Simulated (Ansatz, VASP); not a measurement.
# ZnSe (Stilleite): VASP beside Ansatz, part 2 of 2

Wanted: the spread between two codes on one cell, functional and k mesh.  Valence electrons are named where the data sets of a main pair hold unlike numbers.

VASP 6.6.1 and Ansatz 0.2.0.

So far. Step 2 (VASP: band structure, LDA, spin-orbit coupling): The run ends at a pressure of -3.19 GPa.

**3. Ansatz: band structure, LDA, spin-orbit coupling**

Level of this step: Ansatz beside VASP: Kohn-Sham DFT, plane waves, LDA, spin-orbit coupling (Ansatz).

Ansatz runs on its fully relativistic PAW (standard-fr) files.

The same cell, functional (in two slightly different forms), mesh and smearing now go to Ansatz, which takes its cutoff from its data sets.

File input.yaml:

```yaml
crystal:
  lattice:
    - [0.0, 2.8338, 2.8338]
    - [2.8338, 0.0, 2.8338]
    - [2.8338, 2.8338, 0.0]
  atoms:
    - { symbol: Se, position: [0.75, 0.75, 0.75] }
    - { symbol: Zn, position: [0.0, 0.0, 0.0] }
hamiltonian:
  xc: lda
  pseudopotentials: { kind: paw_fr }
magnetization:
  noncollinear: true
  spin_orbit: true
kpoints:
  mp_grid: { grid: [4, 4, 4] }
  band_path:
    path:
      - [0.0, 0.0, 0.0]
      - [0.18182, 0.0, 0.18182]
      - [0.36364, 0.0, 0.36364]
      - [0.5, 0.0, 0.5]
      - [0.5, 0.09091, 0.59091]
      - [0.5, 0.18182, 0.68182]
      - [0.5, 0.25, 0.75]
      - [0.45455, 0.29545, 0.75]
      - [0.40909, 0.34091, 0.75]
      - [0.375, 0.375, 0.75]
      - [0.20455, 0.20455, 0.40909]
      - [0.06818, 0.06818, 0.13636]
      - [0.04545, 0.04545, 0.04545]
      - [0.22727, 0.22727, 0.22727]
      - [0.40909, 0.40909, 0.40909]
      - [0.51136, 0.47727, 0.51136]
      - [0.55682, 0.38636, 0.55682]
      - [0.60227, 0.29545, 0.60227]
      - [0.61364, 0.25, 0.63636]
      - [0.56818, 0.25, 0.68182]
      - [0.51136, 0.25, 0.73864]
      - [0.5, 0.29545, 0.70455]
      - [0.5, 0.38636, 0.61364]
      - [0.5, 0.47727, 0.52273]
      - [0.47727, 0.47727, 0.54545]
      - [0.43182, 0.43182, 0.63636]
      - [0.38636, 0.38636, 0.72727]
      - [0.60227, 0.20455, 0.60227]
      - [0.55682, 0.11364, 0.55682]
      - [0.5, 0.0, 0.5]
    npoints: 1
scf:
  occupations: { method: gaussian, width: 0.01 }
  n_extra_bands: 14
output:
  forces: true
  stress: true
  eigenvalues: true
  write_density: true
  write_potential: true
  elf: true
  volumetric_format: npy
```

Started as:

```sh
$ ansatz run input.yaml --threads 2 --pin off --max-ram 4608MiB --backend cpu --events-out ev --progress --plain --runs-dir out
```

Numbers of over 12 decimals in the logs are rounded to 6 here.

What it wrote:

```text
scf.n_extra_bands = 14 over 28 filled bands (N_el = 28.0): the run solves 42 bands
Engine: ansatz 0.2.0, aarch64-unknown-linux-gnu
Pseudopotentials: kind: paw_fr
Pseudopotential: Se, paw_fr, valence charge 16, recommended cutoff 420 eV (normal), Se.paw.azcp#standard-fr
Pseudopotential: Zn, paw_fr, valence charge 12, recommended cutoff 420 eV (normal), Zn.paw.azcp#standard-fr
Functional definition: SPW92
  exchange = slater_x
  correlation = pw_c
non-collinear run that drives no moment, with spin-orbit: no starting moment large enough to seed its density (crystal.atoms[].spin), no starting occupations that ask for one, no magnetisation constraint and no magnetic field, so the semilocal B_xc is pinned to zero
Crystal: 2 atoms, lattice volume = 45.513 Å³
Basis set: ecut = 420 eV, 893 PW (Γ)
Bands: 42, of which v1, the nominal top of the filled ones, is band 28 counted from 1 (27 counted from 0)
Symmetry: 24 space group operations + 24 with time reversal
Magnetic group: BNS 216.75 (UNI 1577), of the structure as read, at distance tolerance 3.6e-5 Å
k-points: 8 of 64 (time reversal used)
Projection manifold: j_resolved (fully-relativistic pseudo-atomic orbitals)
Non-local potential: Se, projectors of the file, l = 0: 2, l = 1: 4, l = 2: 6, l = 3: 2
Non-local potential: Zn, projectors of the file, l = 0: 2, l = 1: 4, l = 2: 6, l = 3: 2
PAW form: soft (Blöchl's): semilocal exchange-correlation on the pseudo side does not see the compensation charge
PAW frozen core: Se, regenerated for the run's functional, and the local potential with it (the file was generated under x = pbe(κ = 0.804, μ = 0.219515), c = pbe(β = 0.066725))
PAW frozen core: Zn, regenerated for the run's functional, and the local potential with it (the file was generated under x = pbe(κ = 0.804, μ = 0.219515), c = pbe(β = 0.066725))
PAW one-centre angular grid: Se, 590 points (default); XC on 64 Gauss nodes
PAW one-centre angular grid: Zn, 590 points (default); XC on 64 Gauss nodes
Initial density: superposition of atomic densities (chi_scale 0.1, normalization cell, long waves kept (reshape's long-wave potential 0.00 eV rms))
Initial wavefunctions: pseudopotential atomic-orbital guess
Functional: x = slater, c = lda
SCF iter   1: F=—  HF=-8631.308192 eV  |F-HF|=—  |Δ(HF+E_count)|=         —  Δρ=5.38e-2  dr2=8.62e-1  dr2_m=0.00e0 (ungated)  ethr=3.10e-3  |M|=0.00e0 ∫|m|=0.00e0 μB  |m|>n=0.0e0 m-floor=0.0e0 τ_xc=0.0e0  β_m=0.30  ⟨swp⟩=8.1  Hψ=2190  notcnv=0  defer=14
preconditioner: auto → none  [insulator: Δε(μ)=0.875 eV  Ē_g=15.406 eV  σ=0.010 eV  W_gap=1.00  n_scr=14 (ndim 8)  ℏωp=23.4 eV  f_vac=0.061  D(μ)=0.00/eV (n_scr^D=0)  ε∞_Penn≈3.3]
SCF iter   2: F=—  HF=-8631.028370 eV  |F-HF|=—  |Δ(HF+E_count)|=   2.80e-1  Δρ=2.17e-2  dr2=1.25e-1  dr2_m=0.00e0 (ungated)  ethr=3.08e-3  |M|=0.00e0 ∫|m|=0.00e0 μB  |m|>n=0.0e0 m-floor=0.0e0 τ_xc=0.0e0  β_m=0.35  ⟨swp⟩=2.0  Hψ=584  notcnv=0  defer=56
SCF iter   3: F=—  HF=-8630.976623 eV  |F-HF|=—  |Δ(HF+E_count)|=   5.17e-2  Δρ=1.15e-2  dr2=3.25e-2  dr2_m=0.00e0 (ungated)  ethr=4.46e-4  |M|=0.00e0 ∫|m|=0.00e0 μB  |m|>n=0.0e0 m-floor=0.0e0 τ_xc=0.0e0  β_m=0.49  ⟨swp⟩=2.0  Hψ=442  notcnv=0  defer=56
SCF iter   4: F=—  HF=-8630.963039 eV  |F-HF|=—  |Δ(HF+E_count)|=   1.36e-2  Δρ=1.61e-3  dr2=8.15e-4  dr2_m=0.00e0 (ungated)  ethr=1.16e-4  |M|=0.00e0 ∫|m|=0.00e0 μB  |m|>n=0.0e0 m-floor=0.0e0 τ_xc=0.0e0  β_m=0.63  ⟨swp⟩=2.2  Hψ=484  notcnv=0  defer=56
SCF iter   5: F=—  HF=-8630.963412 eV  |F-HF|=—  |Δ(HF+E_count)|=   3.73e-4  Δρ=3.73e-4  dr2=6.93e-5  dr2_m=0.00e0 (ungated)  ethr=2.91e-6  |M|=0.00e0 ∫|m|=0.00e0 μB  |m|>n=0.0e0 m-floor=0.0e0 τ_xc=0.0e0  β_m=0.65  ⟨swp⟩=2.0  Hψ=554  notcnv=0  defer=56
SCF iter   6: F=—  HF=-8630.963422 eV  |F-HF|=—  |Δ(HF+E_count)|=   9.64e-6  Δρ=5.90e-5  dr2=1.22e-6  dr2_m=0.00e0 (ungated)  ethr=2.47e-7  |M|=0.00e0 ∫|m|=0.00e0 μB  |m|>n=0.0e0 m-floor=0.0e0 τ_xc=0.0e0  β_m=0.68  ⟨swp⟩=2.0  Hψ=504  notcnv=0  defer=56
SCF iter   7: F=-8630.963421 eV  HF=-8630.963421 eV  |F-HF|=6.20e-8  |Δ(HF+E_count)|=   8.44e-7  Δρ=1.53e-5  dr2=4.95e-8  dr2_m=0.00e0 (ungated)  ethr=3.57e-10  |M|=0.00e0 ∫|m|=0.00e0 μB  |m|>n=0.0e0 m-floor=0.0e0 τ_xc=0.0e0  ⟨swp⟩=14.0  Hψ=2930  notcnv=0
SCF 1 converged in 7 iterations: F = -8630.963421 eV  dr2 = 4.95e-8
  greatest PAW one-centre occupation: 0.999 electrons in one spin orbital (limit 2), on the Se atom at site 0 (counted from 0), in its partial waves of l = 2
NSCF: frozen V_eff on 30 k-points
SCF converged after 7 iterations
Magnetization: |M| = 0.0000 μB,  M = (+0.0000, +0.0000, +0.0000) μB
Absolute magnetization: 0.0000 μB (∫|m|)
  site 0: m = (+0.0000, +0.0000, +0.0000) μB, |m| = 0.0000 μB  (R = 1.01 Å)
  site 1: m = (+0.0000, +0.0000, +0.0000) μB, |m| = 0.0000 μB  (R = 1.01 Å)
Free energy (F): -8630.963421 eV
Harris-Foulkes:  -8630.963421 eV  (|F-HF|=6.20e-8)
Internal energy: -8630.963421 eV  (E = F + TS)
E sigma→0 (E₀):  -8630.963421 eV
Fermi energy:    7.059196 eV
--- Per-component energies (eV) ---
  E_band       = -393.075039
  E_kinetic    = 251.183604
  E_local      = -4404.876349  (includes V_loc(G=0)·N_el)
  E_nonlocal   = 28.187302
  E_hartree    = 2034.956543
  E_xc         = -238.962092
  E_vxc        = -151.862658  (∫ρ·V_xc dr)
  E_paw        = -3584.294740  (= ΣΔE_a)
  E_vpaw       = -185.615530  (= ΣTr[D̂ρ^β])
  E_aug_tail   = -0.000898  (compensation charges beyond the density's cutoff)
  E_ewald      = -2720.942845
  E_core_change = 3.786055  (= ΣΔE_core)
  E_smearing   = -0.000000  (= −TS)
  E_closure    = 0.000000  (closes the sum)
  Σ components = -8630.963421   (vs F -8630.963421, Δ=0.00e0)
--- Forces (eV/Å), atoms counted from 1 ---
  atom   1  Se     0.00000000    -0.00000000    -0.00000000
  atom   2  Zn    -0.00000000     0.00000000    -0.00000000
  max |Σ_I F_I| component: 1.48e-16 eV/Å
--- Stress (GPa, compression-positive) ---
       -3.052635      -0.000000       0.000000
       -0.000000      -3.052635       0.000000
       -0.000000       0.000000      -3.052635
  P = ⅓ Tr σ = -3.0526 GPa (-30.526 kbar)
--- Band table (eV; the first three rows and the last of 8) ---
  k-point 0: bands = [... 24 lower, 6.6181, 6.6181, 6.6181, 6.6181, 7.5002, 7.5002, 12.0732, 12.0732, ... 10 higher]
  k-point 1: bands = [... 24 lower, 5.8789, 5.8789, 6.1198, 6.1328, 9.0252, 9.0252, 12.7576, 12.7576, ... 10 higher]
  k-point 2: bands = [... 24 lower, 5.4884, 5.4884, 5.7278, 5.7278, 8.8189, 8.8189, 12.7256, 12.7256, ... 10 higher]
  k-point 7: bands = [... 24 lower, 3.5601, 3.7423, 3.7958, 3.8107, 11.7227, 11.8110, 11.9149, 12.0063, ... 10 higher]
```

The job ended after 11 s (2 threads of Arm Neoverse N1, shared host; peak memory 0.42 GiB).

Reading the cycles: dr2 is the Hartree energy of the density residual (eV), the measure of convergence; HF is the Harris–Foulkes estimate of the energy, which meets the free energy F at convergence.

**4. Side by side**

Known differences besides the potentials themselves: spin-orbit coupling enters by fully relativistic files in Ansatz and inside the spheres in VASP; the two LDA forms differ slightly; the data sets hold 28 valence electrons in Ansatz (on its fully relativistic PAW (standard-fr) files) and 26 in VASP; the cutoff is 420 eV in Ansatz and 430 eV in VASP; VASP's log shows a relativistic correction to its local exchange, Ansatz's none. Total energies have different zeros and are not compared.

Both answers:

```csv
quantity,Ansatz,VASP,difference
gap over the path points (eV),0.882,0.900,-0.018
```

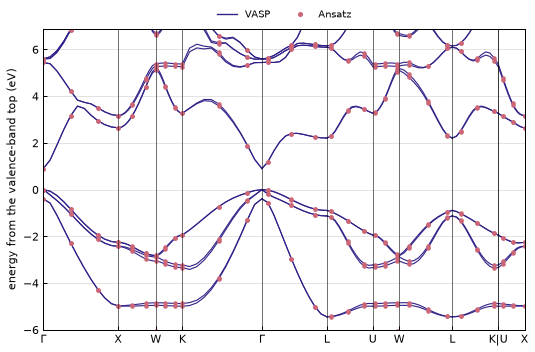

Bands from VASP (lines) and levels from Ansatz (dots). Dots without a line are higher empty bands that the VASP plot leaves out.

Levels at points of the path, from each program's valence-band top (eV; 8 filled, then empty):

```csv
k (reciprocal lattice),Ansatz,VASP
0.000 0.000 0.000,-6.41 -6.41 -0.40 -0.40 0.00 0.00 0.00 0.00 0.88 0.88 5.46 5.46 5.61 5.61,-6.41 -6.41 -0.39 -0.39 0.00 0.00 0.00 0.00 0.90 0.90 5.44 5.44 5.59 5.59
0.182 0.000 0.182,-6.38 -6.38 -2.29 -2.29 -1.04 -1.04 -0.83 -0.83 3.15 3.15 4.24 4.24 6.85 6.85,-6.39 -6.39 -2.28 -2.28 -1.03 -1.03 -0.83 -0.83 3.16 3.16 4.23 4.23 6.84 6.84
0.364 0.000 0.364,-6.31 -6.31 -4.28 -4.28 -2.12 -2.12 -1.95 -1.95 2.96 2.96 3.50 3.50 8.98 8.98,-6.31 -6.31 -4.28 -4.28 -2.12 -2.12 -1.95 -1.95 2.95 2.95 3.50 3.50 8.98 8.98
0.500 0.000 0.500,-6.19 -6.19 -4.98 -4.98 -2.43 -2.43 -2.25 -2.25 2.65 2.65 3.17 3.17 10.31 10.31,-6.20 -6.20 -4.98 -4.98 -2.43 -2.43 -2.26 -2.26 2.65 2.65 3.17 3.17 10.31 10.31
0.500 0.091 0.591,-6.19 -6.15 -4.98 -4.93 -2.64 -2.56 -2.44 -2.43 3.14 3.16 3.61 3.67 9.45 9.54,-6.19 -6.16 -4.99 -4.93 -2.64 -2.56 -2.44 -2.43 3.14 3.15 3.61 3.67 9.44 9.54
0.500 0.182 0.682,-6.16 -6.09 -4.96 -4.86 -2.96 -2.80 -2.73 -2.72 4.38 4.41 4.68 4.80 7.60 7.66,-6.17 -6.09 -4.97 -4.87 -2.96 -2.81 -2.73 -2.73 4.37 4.40 4.68 4.80 7.60 7.65
0.500 0.250 0.750,-6.15 -6.07 -4.96 -4.84 -3.06 -2.88 -2.82 -2.81 5.11 5.19 5.30 5.39 6.61 6.69,-6.15 -6.07 -4.96 -4.84 -3.06 -2.88 -2.83 -2.81 5.10 5.19 5.30 5.39 6.60 6.68
0.455 0.295 0.750,-6.16 -6.08 -4.96 -4.85 -3.19 -3.06 -2.53 -2.47 4.38 4.44 5.29 5.42 7.16 7.22,-6.16 -6.09 -4.96 -4.85 -3.19 -3.07 -2.53 -2.48 4.38 4.44 5.29 5.42 7.16 7.21
0.409 0.341 0.750,-6.17 -6.10 -4.98 -4.87 -3.31 -3.19 -2.09 -2.06 3.51 3.53 5.28 5.39 8.18 8.25,-6.17 -6.10 -4.98 -4.87 -3.31 -3.20 -2.09 -2.06 3.50 3.52 5.28 5.39 8.17 8.24
0.375 0.375 0.750,-6.17 -6.10 -4.99 -4.87 -3.33 -3.22 -1.94 -1.94 3.27 3.27 5.27 5.38 8.72 8.72,-6.18 -6.11 -4.99 -4.88 -3.34 -3.23 -1.94 -1.94 3.27 3.27 5.27 5.38 8.70 8.71
```

Among the levels compared at these points, filled levels agree within 8 meV and empty ones within 18 meV. Not compared: the pressure (VASP's GW data sets at this cutoff don't carry it).

**5. Results**

```
largest difference of a filled level at the path points (band structure, LDA, spin-orbit coupling) : 7.8 meV
```

What this shows: The largest difference of a filled level at the path points is 7.8 meV (band structure, LDA, spin-orbit coupling), within the 80 meV picked in this series as the mark of a large difference. The data sets hold unlike numbers of valence electrons (28 in Ansatz and 26 in VASP), so part of the differences comes from the potentials. 1 further run of this series is not shown here. How closely two codes agree says nothing of how well the functional describes the real material.

[Lines on the potential files, build, host, timing and source positions are cut from VASP's logs without a mark.]

[Logs are printed without paths, hosts, clocks, repeated set-up lines and the standing remarks that a program may print on its own settings, such as how far it seeks lower states.]

[Hosts, paths, dates, database ids (printed as entryN), source tags and the programs' standing remarks are cut or masked in the printed files.]
